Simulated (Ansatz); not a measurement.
# BNH (doublet): correlated methods under varied settings at scale of all distances = 2.384

Aim: run BNH (doublet) at one geometry under a spread of methods and options, and see what each costs and gives.

Method: the settings change from run to run; program: Ansatz 0.2.0, Gaussian basis.

17 further runs of the same task are left out: 2 for a known fault of the program, 13 that didn't finish, 2 set aside as unsound or not needed. Runs told in other sessions of the task aren't counted.

**1. What is computed**

The geometry derives from a PBE0/def2-TZVP stationary point (not a proven minimum). All distances are scaled together.

3 atoms, charge 0, spin multiplicity 2.

Atoms are counted from 1 here; the program's logs count them from 0.

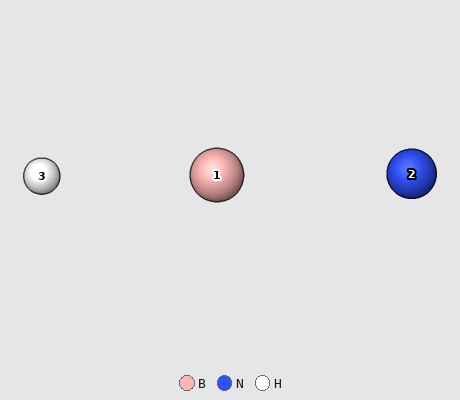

The structure; boron pink, nitrogen blue, hydrogen white; atoms are numbered from 1 in the order of the file.

**2. BCCD on UHF/def2-SVP**

Input file in.yaml:

```yaml
crystal:
  periodic: [false, false, false]
  atoms:
    - {symbol: B, position_ang: [0.000000, 0.000000, 0.104713]}
    - {symbol: N, position_ang: [0.000000, 0.000000, -3.007985]}
    - {symbol: H, position_ang: [0.000000, 0.000000, 2.903272]}
basis:
  gaussian: {orbitals: def2-SVP}
magnetization: {spin_polarized: true, initial_magnetization: 1}
correlation: {method: bccd, electrons: outside_noble_gas}
accuracy: high
scf: {lower_state_search: full}
```

Started as:

```
$ ansatz run in.yaml --threads 1 --pin off --events-out ev --progress --plain --max-ram 2393MiB
```

The log of the run (excerpt; [...] marks lines left out):

```text
Functional definition: HF
  name "HF"
  cite "Fock, Z. Phys. 61, 126 (1930) doi:10.1007/BF01340294"
  parent pbe
[...]
618 factors; integrals over basis functions are off by at most 3.2e-9 eV
[...]
mean field -2158.82956326 eV, -79.3355231427 hartree, gradient 3.0e-8 eV, S^2 2.786092; 47 other end points of the search recorded, 0 dependent functions left out
determinant -2158.82956326 eV, -79.3355231427 hartree, with singles and doubles -2162.70652113 eV, -79.4779987164 hartree
determinant -2158.61276740 eV, -79.3275560417 hartree, with singles and doubles -2162.53917616 eV, -79.4718489023 hartree
determinant -2157.20796450 eV, -79.2759304875 hartree, with singles and doubles -2161.77078276 eV, -79.4436109657 hartree
determinant -2157.18146371 eV, -79.2749566013 hartree, with singles and doubles -2161.77641348 eV, -79.4438178906 hartree
determinant -2157.13155015 eV, -79.2731223119 hartree, with singles and doubles -2161.60193775 eV, -79.4374060258 hartree
determinant -2157.12112399 eV, -79.2727391574 hartree, with singles and doubles -2161.45145422 eV, -79.4318758581 hartree
determinant -2157.12073836 eV, -79.2727249858 hartree, with singles and doubles -2161.49779515 eV, -79.4335788558 hartree
determinant -2157.10893449 eV, -79.2722912015 hartree, with singles and doubles -2161.50191762 eV, -79.4337303539 hartree
[...]
determinant -2156.93591935 eV, -79.2659330124 hartree, with singles and doubles -2159.60576653 eV, -79.3640480866 hartree
determinant -2156.92844394 eV, -79.2656582960 hartree, with singles and doubles -2161.46306624 eV, -79.4323025921 hartree
determinant -2156.89779334 eV, -79.2645319076 hartree, with singles and doubles -2159.55735984 eV, -79.3622691734 hartree
determinant -2156.73420366 eV, -79.2585200975 hartree, with singles and doubles -2161.35732228 eV, -79.4284165732 hartree
determinant -2156.68330425 eV, -79.2566495788 hartree, with singles and doubles -2159.35825270 eV, -79.3549521213 hartree
determinant -2155.45547604 eV, -79.2115277243 hartree, with singles and doubles -2161.00815317 eV, -79.4155848452 hartree
determinant -2153.57535897 eV, -79.1424346965 hartree, with singles and doubles -2159.33680437 eV, -79.3541639096 hartree
determinant -2158.82956326 eV, -79.3355231427 hartree, with singles and doubles -2162.70758504 eV, -79.4780378142 hartree
determinant -2158.61276740 eV, -79.3275560417 hartree, with singles and doubles -2162.54335132 eV, -79.4720023365 hartree
2 core orbitals not correlated: weight in the atoms' cores, before any rotation towards them, 1.000 or more for the frozen orbitals, at most 0.000 for the correlated occupied ones
reference -2158.82956326 eV, -79.3355231427 hartree; 5, 4 occupied and 26, 27 virtual orbitals, 618 factors
second order -2.88496788 eV of doubles, -0.00000000 eV of singles
cycle   1  -3.88120335 eV  change   -3.2e-3 eV  update   4.6e-3
[...]
cycle  42  -3.87753534 eV  change   3.3e-11 eV  update   1.1e-9
Total energy: -2162.70709860 eV, -79.4780199380 hartree
```

It took 13 s on 1 thread of Arm Neoverse V1, shared host.

From the report: ⟨S²⟩ of the determinant 2.786 (pure doublet: 0.75); correlation -3.8775 eV; largest double amplitude 0.11. The determinant of BCCD (⟨S²⟩ 2.79) is far from a pure spin state, so its energy mixes those of several spin states; that is harmless only where they are near-degenerate.

**3. NEVPT2(11,7)/def2-mTZVP**

Input file in.yaml:

```yaml
crystal:
  periodic: [false, false, false]
  atoms:
    - {symbol: B, position_ang: [0.000000, 0.000000, 0.104713]}
    - {symbol: N, position_ang: [0.000000, 0.000000, -3.007985]}
    - {symbol: H, position_ang: [0.000000, 0.000000, 2.903272]}
basis:
  gaussian: {orbitals: def2-mTZVP}
magnetization: {spin_polarized: false, initial_magnetization: 1}
correlation: {method: sc_nevpt2, electrons: all, active_space: {window: {electrons: 11, orbitals: 7}}}
scf: {lower_state_search: off}
```

Launched as before.

The log of the run (excerpt; [...] marks lines left out):

```text
Functional definition: HF
  name "HF"
  cite "Fock, Z. Phys. 61, 126 (1930) doi:10.1007/BF01340294"
  parent pbe
[...]
363 factors; integrals over basis functions are off by at most 4.1e-4 eV
[...]
mean field -2155.83294624 eV, -79.2253994984 hartree, gradient 2.8e-6 eV, S^2 0.750000; 0 other end points of the search recorded, 0 dependent functions left out
reference -2155.83294624 eV, -79.2253994984 hartree; 7, 6 occupied and 34, 35 virtual orbitals, 363 factors
state -2156.49026252 eV, -79.2495554261 hartree
state -2156.49026252 eV, -79.2495554261 hartree; corrected -2160.44005401 eV, -79.3947075860 hartree
WARN: 4 active orbitals are nearly empty or full. The corrections depend on them more than the energy does, and are more stable in an active space without them
Total energy: -2160.44005401 eV, -79.3947075860 hartree
Checks for a lower state left out: stability, starts, cluster_reference, orbital_swaps, neighbouring_geometries, increment
```

Wall time 1 s (1 thread of Arm Neoverse V1, shared host).

From the report: 75 determinants; active occupations 2.00, 2.00, 2.00, 2.00, 1.92, 1.00, 0.08. The report marks this result as in doubt.

**4. MRCISD+Q(1,7)/6-31G**

Input file in.yaml:

```yaml
crystal:
  periodic: [false, false, false]
  atoms:
    - {symbol: B, position_ang: [0.000000, 0.000000, 0.104713]}
    - {symbol: N, position_ang: [0.000000, 0.000000, -3.007985]}
    - {symbol: H, position_ang: [0.000000, 0.000000, 2.903272]}
basis:
  gaussian: {orbitals: 6-31G}
magnetization: {spin_polarized: false, initial_magnetization: 1}
correlation: {method: fic_mrcisd_q, electrons: valence, active_space: {window: {electrons: 1, orbitals: 7}}}
```

Same command.

The log of the run (excerpt; [...] marks lines left out):

```text
Functional definition: HF
  name "HF"
  cite "Fock, Z. Phys. 61, 126 (1930) doi:10.1007/BF01340294"
  parent pbe
[...]
290 factors; integrals over basis functions are off by at most 2.3e-4 eV
[...]
mean field -2154.97639797 eV, -79.1939219301 hartree, gradient 1.8e-6 eV, S^2 0.750000; 15 other end points of the search recorded, 0 dependent functions left out
reference -2154.97639797 eV, -79.1939219301 hartree; 7, 6 occupied and 13, 14 virtual orbitals, 290 factors
state -2154.97639797 eV, -79.1939219301 hartree
contracted CI cycle   1: correlation 0.00000000 eV, 0.0000000000 hartree, residual 1.21e1 eV
contracted CI cycle   2: correlation -3.65148269 eV, -0.1341895137 hartree, residual 4.14e0 eV
contracted CI cycle   3: correlation -4.23546091 eV, -0.1556503174 hartree, residual 1.71e0 eV
contracted CI cycle   4: correlation -4.31770542 eV, -0.1586727475 hartree, residual 7.47e-1 eV
[...]
contracted CI cycle  11: correlation -4.76891856 eV, -0.1752545247 hartree, residual 4.08e-2 eV
contracted CI cycle  12: correlation -4.76895562 eV, -0.1752558864 hartree, residual 1.72e-2 eV
contracted CI cycle  13: correlation -4.76896451 eV, -0.1752562130 hartree, residual 1.07e-2 eV
contracted CI cycle  14: correlation -4.76896841 eV, -0.1752563567 hartree, residual 6.92e-3 eV
contracted CI cycle  15: correlation -4.76896974 eV, -0.1752564055 hartree, residual 2.87e-3 eV
contracted CI cycle  16: correlation -4.76896999 eV, -0.1752564145 hartree, residual 1.47e-3 eV
contracted CI cycle  17: correlation -4.76897006 eV, -0.1752564172 hartree, residual 8.33e-4 eV
contracted CI cycle  18: correlation -4.76897008 eV, -0.1752564181 hartree, residual 3.65e-4 eV
state -2154.17148322 eV, -79.1643418585 hartree; corrected -2160.33796968 eV, -79.3909560561 hartree
state -2154.97639797 eV, -79.1939219301 hartree; corrected -2160.53132079 eV, -79.3980615783 hartree
WARN: 6 active orbitals are nearly empty or full. The corrections depend on them more than the energy does, and are more stable in an active space without them
Total energy: -2160.53132079 eV, -79.3980615783 hartree
```

Run time: 3 s. Hardware: 1 thread of Arm Neoverse V1, shared host.

From the report: 3 determinants; active occupations 1.00, 0.00, 0.00, 0.00, 0.00, 0.00, 0.00. The report marks this result as in doubt.

**5. All runs side by side**

 † marks a result that the program doubts.

```
                    level         correlated  functions  energy (eV)  time
     BCCD on UHF/def2-SVP  outside noble gas         33   -2162.7071  13 s
NEVPT2(11,7)/def2-mTZVP †                all         41   -2160.4401   1 s
    MRCISD+Q(1,7)/6-31G †            valence         20   -2160.5313   3 s
```

**6. Outcome**

| quantity | value |
| --- | --- |
| runs | 3 |
| quickest | NEVPT2(11,7)/def2-mTZVP †, 1 s |
| slowest | BCCD on UHF/def2-SVP, 13 s |

**Reading.** Total energies in different bases, with other cores or another treatment of relativity can't be set against each other. BCCD on UHF/def2-SVP took 13 times as long as NEVPT2(11,7)/def2-mTZVP †; the jobs differ in more than the method.
